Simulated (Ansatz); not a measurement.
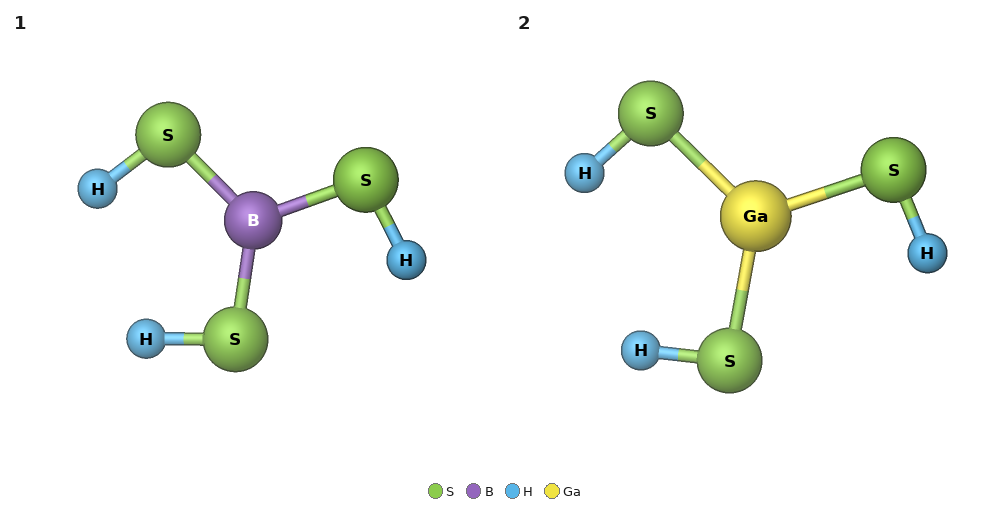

2 molecules with one skeleton, seen from the same side and at one scale. Each species is neutral and a spin singlet. Computed geometries: PBE0-D4/def2-TZVP optimisations, one conformation each. Properties computed with Ansatz 0.2.0.

One atom differs, called X below: B in panel 1, Ga in panel 2. Their formulas are BH3S3 (`SB(S)S`), GaH3S3 (`[SH][Ga]([SH])[SH]`).

> In which is the mean length of X–S larger (PBE0-D4/def2-TZVP)?

In panel 2 (X = Ga).

> In which is the dipole moment larger (PBE-D4/def2-TZVPP)?

In panel 1 (X = B).

Give the values. With PBE0-D4/def2-TZVP: mean length of X–S (Å), smallest angle S–X–S (°), largest angle S–X–S (°). With PBE0-D4/def2-SVP: HOMO energy (Kohn–Sham orbital) (eV), HOMO–LUMO gap (eV). With PBE-D4/def2-TZVPP: dipole moment (D).

```
                            quantity  1 (B)  2 (Ga)   2 − 1
              mean length of X–S (Å)  1.804   2.195  +0.391
            smallest angle S–X–S (°)  115.1   117.2    +2.1
             largest angle S–X–S (°)  126.3   123.6    −2.7
HOMO energy (Kohn–Sham orbital) (eV)  −7.39   −7.52   −0.13
                  HOMO–LUMO gap (eV)   7.04    6.86   −0.18
                   dipole moment (D)   1.53    1.41   −0.12
```
